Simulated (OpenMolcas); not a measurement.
# C2H9NSi (SMILES CN(C)[SiH3]), step by step

Aim: a single-point energy (HF/ANO-RCC-MB), then the energy (CASSCF(2,2)/ANO-RCC-VDZP), then an energy scan (CASPT2(2,2)/ANO-RCC-VDZP), then an energy scan (SC-NEVPT2(2,2)/ANO-RCC-VDZP), then an energy scan (MC-PDFT[tPBE](2,2)/ANO-RCC-VDZP) of C2H9NSi. 

The results are computed with OpenMolcas 26.06.

## Step 1: The system as given

The species is C2H9NSi (13 atoms), meant as a singlet with charge 0. SMILES: `CN(C)[SiH3]`. The coordinates come from a PBE0-D4/def2-TZVP relaxation.

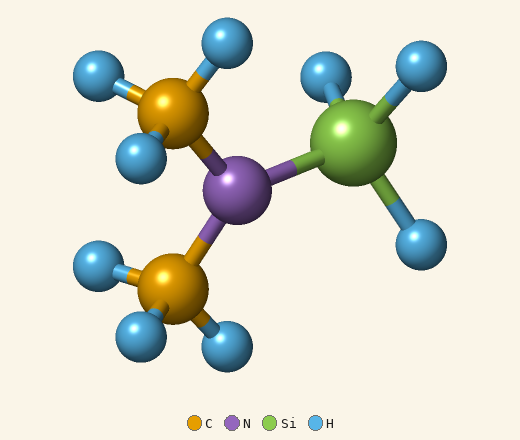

The structure, seen from a chosen angle (carbon amber, nitrogen purple, silicon green, hydrogen blue).

## Step 2: A single-point energy at HF/ANO-RCC-MB (DKH2) (run 1)

File geom.xyz:

```xyz
13

C     -0.853400     1.051500    -0.567400
N     -0.064300     0.101400     0.176900
C      1.257300     0.576800     0.503700
Si    -0.404400    -1.580400     0.101900
H     -0.416100     1.292500    -1.548500
H     -0.947500     1.991500    -0.009400
H     -1.860700     0.663700    -0.735400
H      1.197400     1.509100     1.079000
H      1.870100     0.778300    -0.388400
H      1.787100    -0.156700     1.115700
H      0.068700    -2.275300    -1.137100
H     -1.879700    -1.752300     0.167000
H      0.265600    -2.234700     1.256700
```

File step1.input:

```
&GATEWAY
  Coord = geom.xyz
  Basis = ANO-RCC-MB
  Group = NoSym

&SEWARD

&SCF
  PrOrbitals = 0

&LOCALISATION
  Occupied
  Freeze
  Pipek-Mezey

&LOCALISATION
  FileOrb = $Project.LocOrb
  Virtual
  Pipek-Mezey
```

Run with:

```console
export MOLCAS_MEM=1860
pymolcas step1.input > step1.log
```

Output:

```text
--- Start Module: gateway ---
[...]
--- Stop Module: gateway /rc=_RC_ALL_IS_WELL_ ---
[...]
      Basis functions           33
[...]
       Convergence after  10 Iterations
[...]
::    Total SCF energy                               -424.7509780098
[...]
      Total spin, S                                     0.0000000000
[...]
      Total electronic charge=   42.000000
      Total            charge=   -0.000000
[...]
      Dipole Moment (debye):
      Origin of the operator (angstrom)=   -0.0970   -0.3123    0.0581
                   X=  2.3017E-01               Y=  3.9370E-01               Z= -2.7929E-01           Total=  5.3477E-01
      Quadrupole Moment (debye*angstrom):
[...]
--- Start Module: localisation ---
[...]
--- Stop Module: localisation /rc=_RC_ALL_IS_WELL_ ---
--- Start Module: localisation ---
[...]
--- Stop Module: localisation /rc=_RC_ALL_IS_WELL_ ---
[...]
```

It took 3.3 s on 1 thread of Intel Xeon 6975P-C (Granite Rapids), shared host; peak memory 0.41 GiB.

## Step 3: The energy at CASSCF(2,2)/ANO-RCC-VDZP (DKH2, RICD fitting) (run 2)

geom.xyz is that of step 2.

File step2.inp:

```
* C2H9NSi CASSCF

&GATEWAY
  COORD = geom.xyz
  BASIS = ANO-RCC-MB
  GROUP = NoSym

&SEWARD

&RASSCF
  FILEORB = $CurrDir/step1.LocOrb
  ALTER = 2
  1 20 21
  1 22 25
  SPIN = 1
  NACTEL = 2 0 0
  INACTIVE = 20
  RAS2 = 2
  ORBLISTING = Nothing
>>> COPY $Project.RunFile RUNFIL1
>>> COPY $Project.RasOrb INPORB

&GATEWAY
  COORD = geom.xyz
  BASIS = ANO-RCC-VDZP
  GROUP = NoSym
  RICD

&SEWARD
>>> COPY $Project.RunFile RUNFIL2

&EXPBAS

&RASSCF
  FILEORB = $Project.ExpOrb
  SPIN = 1
  NACTEL = 2 0 0
  INACTIVE = 20
  RAS2 = 2
  ORBLISTING = Nothing
  ORBAPPEAR = Compact
```

Run with:

```console
export MOLCAS_MEM=1860
pymolcas step2.inp > step2.log
```

Output:

```text
--- Start Module: gateway ---
[...]
      Basis functions           33
[...]
      Number of active orbitals                  2
[...]
      Spin quantum number                      0.0
[...]
      Active orbitals                            2
[...]
      Number of CSFs                             3
[...]
      Number of root(s) required                 1
[...]
      Convergence after 10 iterations
[...]
      printout of CI-coefficients larger than  0.05 for root  1
      energy=    -424.764877
      conf/sym  11     Coeff  Weight
             1  20   0.99378 0.98760
             3  02  -0.11135 0.01240
      Natural orbitals and occupation numbers for root  1
      sym 1:   1.975201   0.024799
      ************************************************************************************************************************
      *                                                    Final results                                                     *
[...]
::    RASSCF root number  1 Total energy:   -424.76487659
[...]
      Basis functions          105
[...]
      Convergence after 12 iterations
[...]
      Natural orbitals and occupation numbers for root  1
      sym 1:   1.981813   0.018187
      ************************************************************************************************************************
      *                                                    Final results                                                     *
[...]
::    RASSCF root number  1 Total energy:   -425.08748054
[...]
      Total electronic charge=   42.000000
      Total            charge=   -0.000000
[...]
      Dipole Moment (debye):
      Origin of the operator (angstrom)=   -0.0970   -0.3123    0.0581
                   X=  3.4166E-01               Y=  8.8020E-01               Z= -2.8359E-01           Total=  9.8585E-01
      Quadrupole Moment (debye*angstrom):
[...]
```

Run time: 9.3 s. Hardware: 1 thread of Intel Xeon 6975P-C (Granite Rapids), shared host; peak memory 0.41 GiB.

## Step 4: An energy scan at CASPT2(2,2)/ANO-RCC-VDZP (DKH2, RICD fitting, ipea shift 0.25 Eh, pt2 variant SS) (run 3)

File step3.input:

```
* C2H9NSi CASPT2
>>> COPY $CurrDir/step2.RasOrb $Project.RasOrb
>>> ForEach K in (1, 2, 3, 4, 5, 6, 7, 8, 9)
&GATEWAY
COORD=$CurrDir/point$K.xyz
BASIS=ANO-RCC-VDZP
GROUP=NoSym
RICD
&SEWARD
&RASSCF
FILEORB=$Project.RasOrb
SPIN=1
NACTEL=2 0 0
INACTIVE=20
RAS2=2
ORBLISTING=Nothing
ORBAPPEAR=Compact
&CASPT2
IMAGINARY=0.2
FROZEN=8
>>> EndDo
```

Run with:

```console
export MOLCAS_MEM=1860
pymolcas step3.input > step3.log
```

Output:

```text
[...]
      Basis functions          105
[...]
      Number of active orbitals                  2
[...]
      Spin quantum number                      0.0
[...]
      Active orbitals                            2
[...]
      Number of CSFs                             3
[...]
      Number of root(s) required                 1
[...]
      Convergence after 11 iterations
[...]
      printout of CI-coefficients larger than  0.05 for root  1
      energy=    -425.076917
      conf/sym  11     Coeff  Weight
             1  20   0.99690 0.99380
             3  02  -0.07872 0.00620
      Natural orbitals and occupation numbers for root  1
      sym 1:   1.987606   0.012394
      ************************************************************************************************************************
      *                                                    Final results                                                     *
[...]
::    RASSCF root number  1 Total energy:   -425.07691723
[...]
::    CASPT2 Root  1     Total energy:   -425.65027186
[...]
      Convergence after 11 iterations
[...]
      Natural orbitals and occupation numbers for root  1
      sym 1:   1.981826   0.018174
      ************************************************************************************************************************
      *                                                    Final results                                                     *
[...]
      Convergence after 10 iterations
[...]
      Convergence after 11 iterations
[...]
      Convergence after 13 iterations
[...]
::    RASSCF root number  1 Total energy:   -424.95662187
[...]
::    CASPT2 Root  1     Total energy:   -425.52408445
[...]
      Convergence after  9 iterations
[...]
::    RASSCF root number  1 Total energy:   -424.95126757
[...]
      Reference weight:           0.83607
[...]
::    CASPT2 Root  1     Total energy:   -425.51750868
[...]
```

Run time: 65 s. Hardware: 1 thread of Intel Xeon 6975P-C (Granite Rapids), shared host; peak memory 0.082 GiB.

The scan, from its lowest point:

```
H11–Si4 (Å)  energy (kJ/mol)
      1.348             25.3
      1.497              0.0
      1.647             13.1
      1.872             65.0
      2.171            148.1
      2.545            238.0
      2.995            310.6
      3.593            356.7
      4.492            373.9
```

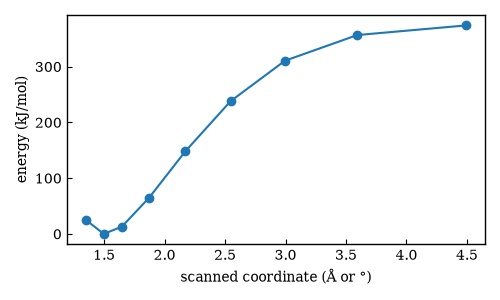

Energy along the scan.

## Step 5: An energy scan at SC-NEVPT2(2,2)/ANO-RCC-VDZP (DKH2, RICD fitting, pt2 variant SC-NEVPT2) (run 4)

File step4.input:

```
>>> EXPORT MOLCAS_PRINT=2
>>> COPY $CurrDir/step2.RasOrb $Project.RasOrb
>>> ForEach K in (1, 2, 3, 4, 5, 6, 7, 8, 9)
&GATEWAY
Coord=$CurrDir/point$K.xyz
Basis=ANO-RCC-VDZP
Group=NoSym
RICD
&SEWARD
&RASSCF
FileOrb=$Project.RasOrb
Spin=1
Nactel=2 0 0
Inactive=20
Ras2=2
OrbListing=Nothing
OrbAppear=Compact
&CASPT2
SC-NEVPT2
Frozen=8
>>> EndDo
```

Run with:

```console
export MOLCAS_MEM=1860
pymolcas step4.input > step4.log
```

Output:

```text
--- Start Module: gateway ---
[...]
      Basis functions          105
[...]
      Number of active orbitals                  2
[...]
      Spin quantum number                      0.0
[...]
      Active orbitals                            2
[...]
      Number of CSFs                             3
[...]
      Number of root(s) required                 1
[...]
      Convergence after 11 iterations
[...]
      printout of CI-coefficients larger than  0.05 for root  1
      energy=    -425.076917
      conf/sym  11     Coeff  Weight
             1  20   0.99690 0.99380
             3  02  -0.07872 0.00620
      Natural orbitals and occupation numbers for root  1
      sym 1:   1.987606   0.012394
      ************************************************************************************************************************
      *                                                    Final results                                                     *
[...]
::    RASSCF root number  1 Total energy:   -425.07691723
[...]
::    SC-NEVPT2 Root  1     Total energy:   -425.64482793
[...]
      Convergence after 11 iterations
[...]
      Natural orbitals and occupation numbers for root  1
      sym 1:   1.981826   0.018174
      ************************************************************************************************************************
      *                                                    Final results                                                     *
[...]
      Convergence after 10 iterations
[...]
      Convergence after 11 iterations
[...]
      Convergence after 13 iterations
[...]
::    RASSCF root number  1 Total energy:   -424.95662187
[...]
::    SC-NEVPT2 Root  1     Total energy:   -425.52221513
[...]
      Convergence after  9 iterations
[...]
::    RASSCF root number  1 Total energy:   -424.95126757
[...]
::    SC-NEVPT2 Root  1     Total energy:   -425.51614355
[...]
```

It took 61 s on 1 thread of Intel Xeon 6975P-C (Granite Rapids), shared host; peak memory 0.082 GiB.

The scan, from its lowest point:

```
H11–Si4 (Å)  energy (kJ/mol)
      1.348             26.8
      1.497              0.0
      1.647             12.0
      1.872             62.7
      2.171            144.6
      2.545            233.3
      2.995            304.6
      3.593            348.7
      4.492            364.7
```

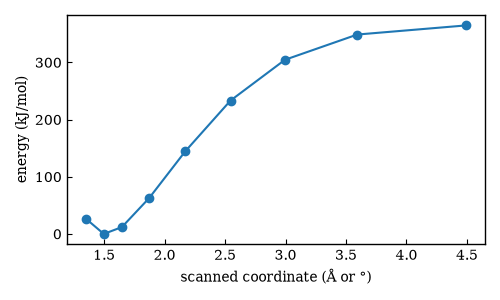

Energy along the scan.

## Step 6: An energy scan at MC-PDFT[tPBE](2,2)/ANO-RCC-VDZP (DKH2, RICD fitting) (run 5)

File step5.input:

```
>>> COPY $CurrDir/step2.RasOrb $Project.RasOrb
>>> ForEach K in (1, 2, 3, 4, 5, 6, 7, 8, 9)
&GATEWAY
Coord
$CurrDir/point$K.xyz
Basis
ANO-RCC-VDZP
Group
NoSym
RICD
&SEWARD
&RASSCF
FileOrb
$Project.RasOrb
Spin
1
Nactel
2 0 0
Inactive
20
Ras2
2
OrbListing
Nothing
OrbAppear
Compact
&MCPDFT
KSDFT
T:PBE
>>> EndDo
```

Run with:

```console
export MOLCAS_MEM=1860
pymolcas step5.input > step5.log
```

Output:

```text
--- Start Module: gateway ---
[...]
      Basis functions          105
[...]
      Number of active orbitals                  2
[...]
      Spin quantum number                      0.0
[...]
      Active orbitals                            2
[...]
      Number of CSFs                             3
[...]
      Number of root(s) required                 1
[...]
      Convergence after 11 iterations
[...]
      printout of CI-coefficients larger than  0.05 for root  1
      energy=    -425.076917
      conf/sym  11     Coeff  Weight
             1  20   0.99690 0.99380
             3  02  -0.07872 0.00620
      Natural orbitals and occupation numbers for root  1
      sym 1:   1.987606   0.012394
      ************************************************************************************************************************
      *                                                    Final results                                                     *
[...]
::    RASSCF root number  1 Total energy:   -425.07691723
[...]
::    MCPDFT root number  1 Total energy:   -426.20440233
[...]
      Convergence after 11 iterations
[...]
      Natural orbitals and occupation numbers for root  1
      sym 1:   1.981826   0.018174
      ************************************************************************************************************************
      *                                                    Final results                                                     *
[...]
      Convergence after 10 iterations
[...]
      Convergence after 11 iterations
[...]
      Convergence after 13 iterations
[...]
::    RASSCF root number  1 Total energy:   -424.95662187
[...]
::    MCPDFT root number  1 Total energy:   -426.07564835
[...]
      Convergence after  9 iterations
[...]
::    RASSCF root number  1 Total energy:   -424.95126757
[...]
::    MCPDFT root number  1 Total energy:   -426.06930954
[...]
```

Wall time 73 s (1 thread of Intel Xeon 6975P-C (Granite Rapids), shared host); peak memory 0.081 GiB.

The scan, from its lowest point:

```
H11–Si4 (Å)  energy (kJ/mol)
      1.348             27.1
      1.497              0.0
      1.647             11.2
      1.872             60.6
      2.171            142.4
      2.545            234.0
      2.995            312.7
      3.593            365.2
      4.492            381.8
```

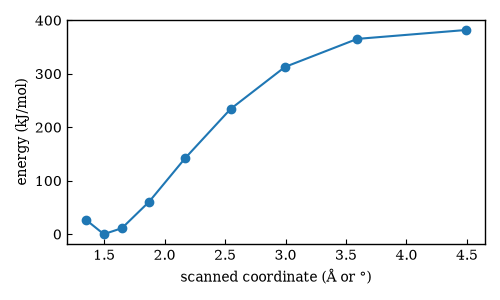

Energy along the scan.

## Step 7: What came out

| quantity | value |
| --- | --- |
| run 1, HF/ANO-RCC-MB: total energy | -424.75098 Eh |
| run 1, HF/ANO-RCC-MB: dipole moment | 0.53 D |
| run 1, HF/ANO-RCC-MB: HOMO energy | -10.14 eV |
| run 1, HF/ANO-RCC-MB: LUMO energy | 7.76 eV |
| run 1, HF/ANO-RCC-MB: HOMO–LUMO gap | 17.90 eV |
| run 2, CASSCF(2,2)/ANO-RCC-VDZP: total energy | -425.08748 Eh |
| run 2, CASSCF(2,2)/ANO-RCC-VDZP: dipole moment (CASSCF density) | 0.99 D |
| run 3, CASPT2(2,2)/ANO-RCC-VDZP: lowest energy of the scan | -425.65993 Eh |
| run 4, SC-NEVPT2(2,2)/ANO-RCC-VDZP: lowest energy of the scan | -425.65504 Eh |
| run 5, MC-PDFT[tPBE](2,2)/ANO-RCC-VDZP: lowest energy of the scan | -426.21473 Eh |
